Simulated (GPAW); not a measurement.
The Ga K edge of atom 3 in LaGaO3 (R-3c), with 6 O at 1.98 Å (octahedral, site symmetry -3), was computed in 2 ways: full core hole (charged cell) and no core hole. Program and functional: GPAW, LDA, without spin-orbit coupling, Gaussian full width 1.82 eV up to 4 eV, rising linearly to 3.5 eV at 25 eV; cells of 10 atoms.

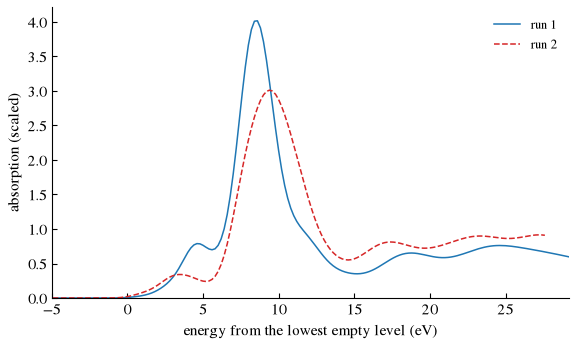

Each run is counted from its own lowest empty level or Fermi level and scaled to a mean of 1 over its first 20 eV.

Question: Which run is which?

Run 1: full core hole (charged cell) (area from −2 to 6 eV 2.2, main maxima 4.6 eV (0.79), 8.6 eV (4.02) and 24.6 eV (0.76)). Run 2: no core hole (area from −2 to 6 eV 1.3, main maxima 3.4 eV (0.34), 9.4 eV (3.01) and 17.4 eV (0.81)). With each curve scaled to its own mean, the area from −2 to 6 eV with the hole is 2.2 against 1.3, and the centre of weight from −1 to 20 eV moves by -1.1 eV: the hole pulls the absorber's empty states down.

[Hosts, paths, dates, database ids (printed as entryN), source tags and the programs' standing remarks are cut or masked in the printed files.]

[Lists of maxima count a maximum above −3 eV only where it reaches 4 % of the highest in the window and stands out from its surroundings by 2 % of it (1.5 % where it reaches 55 %); shoulders and weaker maxima are passed over, and of the rest the first, up to two pre-edge ones and the few strongest are named.]
